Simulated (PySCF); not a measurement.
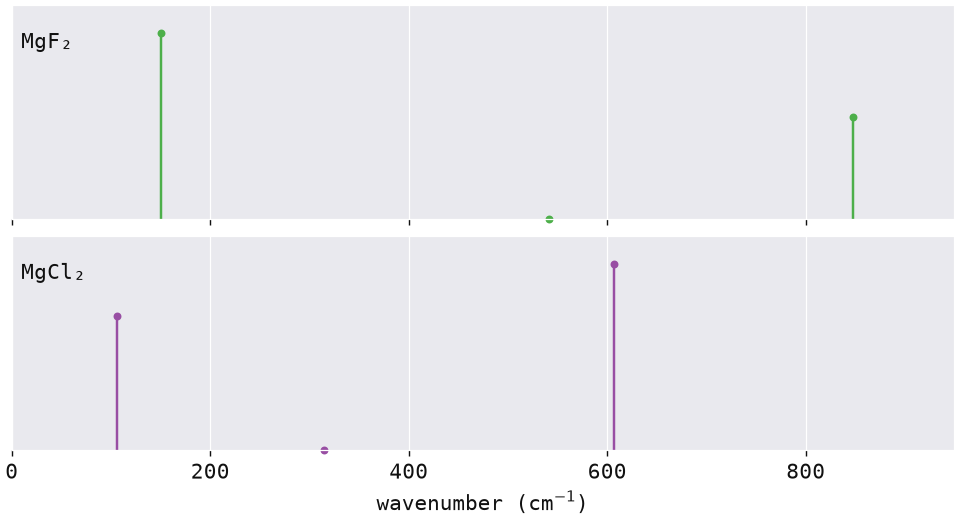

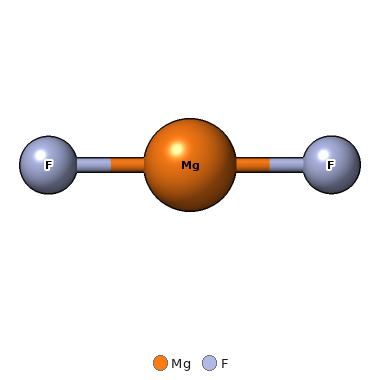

Harmonic infrared lines of MgF₂ and MgCl₂, all D∞h singlets, each the lowest point that its search found (MgF₂ is drawn); the ligand atom changes down one group of the periodic table. PBE/def2-TZVP, PySCF 2.14.0, unscaled, no spin-orbit coupling; each panel is scaled to its strongest line, degenerate modes are one line with their intensities summed, and dots on the axis are modes too weak to show or inactive.

Q: How do the bond length and the stretches change along the series?

A: Mean bond length: MgF₂ 1.764, MgCl₂ 2.183 Å, rising down the group. Highest σu+ mode: MgF₂ 848, MgCl₂ 607 cm⁻¹, falling down the group.

Q: Give the modes by symmetry (cm⁻¹).

A:
```csv
symmetry,MgF₂,MgCl₂
πu,150.8,106.4
σg+,540.8,314.8
σu+,847.9,606.9
```
